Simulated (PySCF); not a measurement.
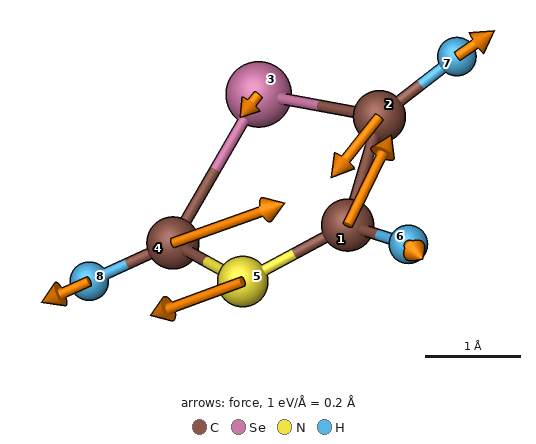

Starting geometry of C3H3NSe with the computed forces as orange arrows. The picture is a ball-and-stick view, seen from a free direction.

The start comes from GFN2-xTB. Its atoms were then displaced at random by about 0.03 Å.

These are results of PBE0-D3(BJ)/def2-SVP geometry optimisation, gas phase in PySCF 2.14.0, density-fitted response routines, not measurements. 

**Is this structure relaxed? If not, where do the atoms go?**

It isn't relaxed: the largest force vector, on C4, is 7.08 eV/Å. The final displacements follow the starting forces only in part (cosine between the two patterns 0.80). The energy falls by 17.4 kcal/mol in 7 geometry steps. The largest moves after the best rigid fit, 0.074 Å, are those of C1 and Se3. Largest moves by element: Se 0.074 Å, C 0.074 Å, N 0.048 Å, H 0.043 Å. Some distances before and after: Se3–C4 1.970 → 1.875 Å, C1–N5 1.279 → 1.367 Å, C1–C2 1.444 → 1.366 Å, C4–H8 1.023 → 1.093 Å. Among the angles between lasting bonds that change: Se3–C4–N5 107.7° → 114.9°, N5–C1–H6 125.9° → 118.8°, C2–C1–H6 116.7° → 123.5°. The run took 51 s on 1 thread of Arm Neoverse N1, on a shared host.
